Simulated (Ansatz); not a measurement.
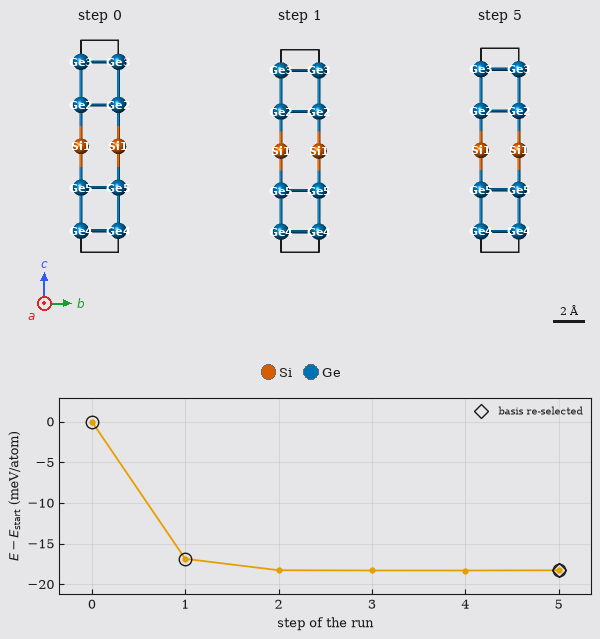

Frames of a relaxation of crystalline SiGe₄ (a generated structure, set up in P6/mmm), marked on the history of the run. A ball-and-stick model of the cell of the calculation, seen along the a axis.

Level of theory: Ansatz, DFT PBE, scalar-relativistic, plane waves, PAW.

Input file:
```yaml
crystal:
  lattice:
    - [2.8059938433, 0.0, 0.0]
    - [-1.4029969217, 2.4300619512, 0.0]
    - [0.0, 0.0, 13.7571806314]
  atoms:
    - { symbol: Si, position: [0.0, 0.0, 0.5] }
    - { symbol: Ge, position: [0.0, 0.0, 0.6953918146] }
    - { symbol: Ge, position: [0.0, 0.0, 0.8985882056] }
    - { symbol: Ge, position: [0.0, 0.0, 0.1014117944] }
    - { symbol: Ge, position: [0.0, 0.0, 0.3046081854] }
basis:
  ecutwfc: 420
kpoints:
  mp_grid: { grid: [18, 18, 4] }
hamiltonian:
  xc: pbe
scf:
  occupations: { method: gaussian, width: 0.1 }
output:
  forces: true
  stress: true
  eigenvalues: true
relax:
  adjacent_minimum: "off"
  f_tol: 0.01
  max_steps: 80
  cell: { stress_tol: 0.05 }
```

Run as
```bash
ansatz run input.yaml --threads 1 --pin off --max-ram 2560MiB --backend cpu --events-out ev --progress --plain --runs-dir out
```

Q: Describe the path.

A: Over 4 accepted moves (5 points after the start) the energy falls by 18.3 meV per atom. The largest force component goes from 0.13 to 0.00081 eV/Å. Pressure: −0.60 GPa at the start and 0.00 GPa at the end. At 1 point the geometry stayed and the basis and grid were re-selected for the new cell (energy shift of less than 0.05 meV per atom at most each time). The largest moves relative to the cell, 0.025 Å, are those of Ge2 and Ge5. Ge2 goes along −c. Si stays in place. Cell: a = b 2.806 → 2.840 Å (+1.2 %), c 13.757 → 13.237 Å (−3.8 %). Volume −1.4 %. Among the contacts that change: Si1–Ge2 2.688 → 2.561 Å, Ge2–Ge3 2.795 → 2.703 Å, Ge3–Ge4 2.790 → 2.709 Å, Ge2–Ge2 2.806 → 2.840 Å. The space group stays P6/mmm (No. 191). The run took 2.2 min on 1 thread of Intel(R) Xeon(R) Processor @ 2.70GHz, on a shared host, peak memory 0.63 GiB. From step 0 to 1: volume −1.6 %, energy −16.9 meV per atom. From step 1 to 5: Ge atoms move most (0.02 Å), volume +0.2 %, energy −1.4 meV per atom.

| step | E − E(0), meV/atom | largest force component, eV/Å | pressure, GPa | volume, Å³/atom | note |
| --- | --- | --- | --- | --- | --- |
| 0 | 0.00 | 0.1254 | -0.60 | 18.761 |  |
| 1 | -16.87 | 0.1029 | 0.14 | 18.455 |  |
| 2 | -18.28 | 0.0139 | -0.11 | 18.525 |  |
| 3 | -18.31 | 0.0010 | 0.10 | 18.468 |  |
| 4 | -18.31 | 0.0009 | -0.01 | 18.496 |  |
| 5 | -18.29 | 0.0008 | 0.00 | 18.496 | same geometry, new basis |
